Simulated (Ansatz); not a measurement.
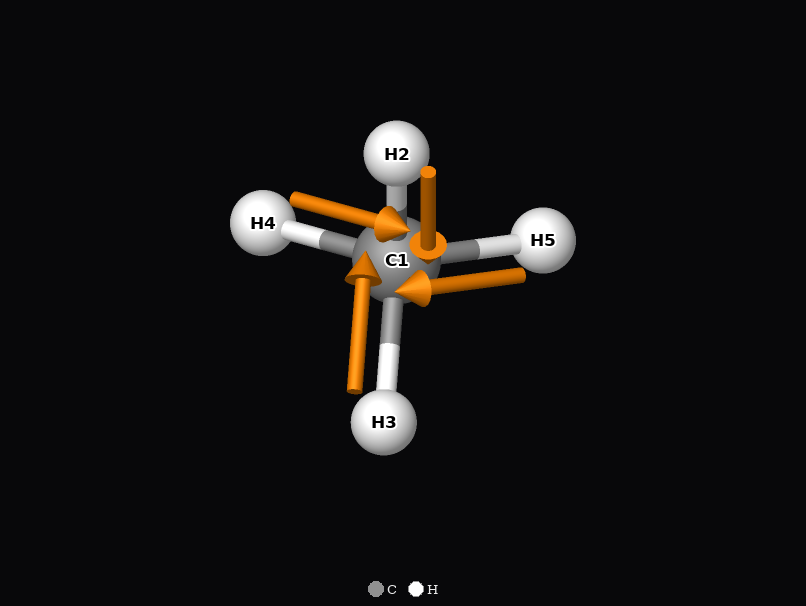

The arrows show one normal mode. Harmonic vibrations computed with RKS PBE0-D4/def2-TZVP (Ansatz 0.2.0) at a stationary point of the same level.

Q: What kind of motion is it?

A: Mostly in-phase stretching of 4 C–H bonds.

Q: Estimate its harmonic wavenumber.

A: 3047 cm⁻¹; it is mode 6 of 9 counted from the lowest.
